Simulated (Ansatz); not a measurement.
H8OSi2Sn

Input

```
crystal:
  periodic: [false, false, false]
  atoms:
    - { symbol: Si, position_ang: [-2.3189, 0.6299, 0.6352] }
    - { symbol: Si, position_ang: [-0.4902, -0.2857, -0.104] }
    - { symbol: O, position_ang: [0.8152, 0.7212, 0.2875] }
    - { symbol: Sn, position_ang: [2.5124, -0.2273, -0.3975] }
    - { symbol: H, position_ang: [-2.5213, 1.9827, -0.0332] }
    - { symbol: H, position_ang: [-2.2973, 0.8582, 2.0812] }
    - { symbol: H, position_ang: [-3.4876, -0.1764, 0.2841] }
    - { symbol: H, position_ang: [-0.5307, -0.4296, -1.5697] }
    - { symbol: H, position_ang: [-0.3385, -1.5807, 0.5834] }
    - { symbol: H, position_ang: [3.8803, 0.6941, -0.0164] }
    - { symbol: H, position_ang: [2.5467, -1.8079, 0.3928] }
    - { symbol: H, position_ang: [2.3068, -0.4339, -2.1094] }
basis:
  gaussian: { orbitals: def2-SVP }
hamiltonian:
  xc: lda
relax:
  f_tol: 0.02
  max_steps: 50
output:
  orbitals: {}
```

Command:

```sh
ansatz run input.yaml --threads 2 --pin off --max-ram 3072MiB --backend cpu --events-out ev --progress --plain --runs-dir out
```

The fields are those of the run's last geometry, not of the input's.

Core potentials replace the inner electrons of Sn.

These are results of RKS LDA/def2-SVP (Ansatz), not measurements.

**What will maps of the electron density and electron localisation function show?**

Si–O (1.66 Å): ρ at the midpoint is about 1.1 e/Å³; the ELF peaks at about 0.85 between the atoms; a shared but strongly polarised pair.
Sn–O (1.99 Å): the density is about 0.7 e/Å³ at the midpoint; the ELF peaks at about 0.85 in the valence shell of O, 0.6 Å from its nucleus, and drops to about 0.10 between the two atoms.
Si–Si (2.33 Å): ρ at the midpoint is about 0.65 e/Å³; the ELF peaks at about 1 between the atoms; a shared electron pair.
Si–H (1.51 Å): ρ is about 0.73 e/Å³ halfway; the ELF climbs to about 1 towards the hydrogen, as it does in any bond to H.

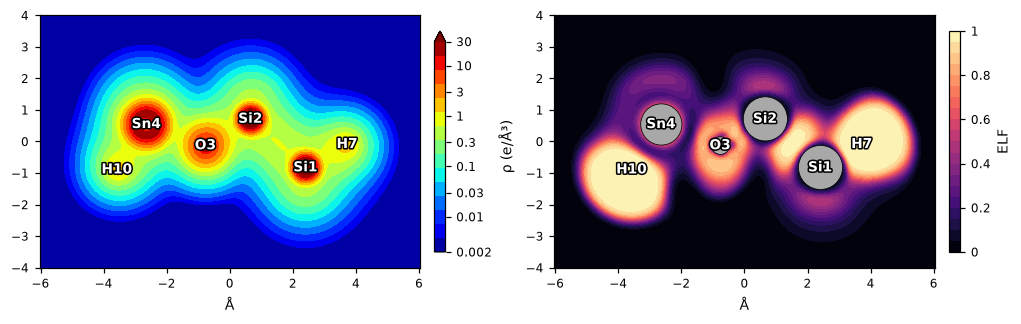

Computed electron density and electron localisation function on the plane of atoms Si2, O3 and Sn4, in this order. Grey discs cover the atomic cores in the ELF map. 
